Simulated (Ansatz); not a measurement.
Computed against measured: atomisation enthalpy at 298 K

6 molecules without hydrogen; the atomisation enthalpy at 298 K in kJ/mol, computed less measured. Shapes, held fixed at every level: PBE0-D4/def2-TZVP. Flexible molecules stand in one conformer, not always the lowest. Thermal terms are harmonic and unscaled (PBE0-D4/def2-TZVP); the spin-orbit lowering of the free atoms is taken from their spectra. Programs: Ansatz 0.2.0. Measured values: CRC Handbook of Chemistry and Physics, NIST-JANAF tables.

Levels: A = wB97X-V/def2-TZVPP; B = MP2/def2-SVP; C = CCSD(T)/def2-TZVPP.

```csv
molecule,from tabulated heats,A,B,C
NOF (nitrosyl fluoride),867,+34,-37,-38
BBrF2 (SMILES FB(F)Br),1661,-8,+21,-45
C2F3N (cyanotrifluoromethane),2640,+9,+3,-96
C2BrF5 (bromopentafluoroethane),3007,+27,+4,-94
C2Cl2F4 (dichlorotetrafluoroethane),2931,+6,-39,-126
C4F8 (SMILES FC1(F)C(F)(F)C(F)(F)C1(F)F),5045,+59,+21,-159
```

Question: Sum up the errors.

Answer: 
```
             level                    kind  mean error  mean absolute error  worst case
wB97X-V/def2-TZVPP  range-separated hybrid       +21.2                 23.8        C4F8
      MP2/def2-SVP     perturbation theory        -4.5                 20.8     C2Cl2F4
CCSD(T)/def2-TZVPP   coupled cluster or CI       -93.0                 93.0        C4F8
```

On this set MP2/def2-SVP has the smallest mean absolute error and CCSD(T)/def2-TZVPP the largest. wB97X-V/def2-TZVPP is too high in 5 of 6; MP2/def2-SVP is too high in 4 of 6; CCSD(T)/def2-TZVPP is too low in 6 of 6. The heats of C2F3N, C2BrF5, C4F8 come from older tables and can be uncertain by 10 kJ/mol or more. The tabulated values of NOF, BBrF2, C2Cl2F4 are in doubt (older tables, estimates, or at odds with other calculations) and kept here. Over the 3 molecules whose values aren't doubted the mean absolute errors are A 31.7; B 9.3; C 116.3. The smallest two are near a tie. For CCSD(T)/def2-TZVPP the error grows with the size of the molecule. Correlated wave functions converge slowly with the basis. Relativity is left out for Br. Outer-core shells of Br are correlated in most correlated rows, in sets that cover them unevenly. The set is small.

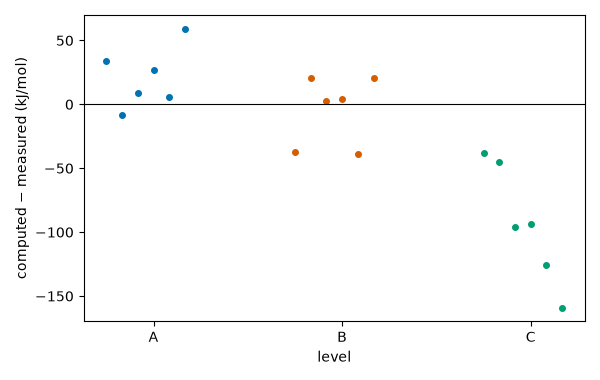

Errors of each level, one point a molecule.
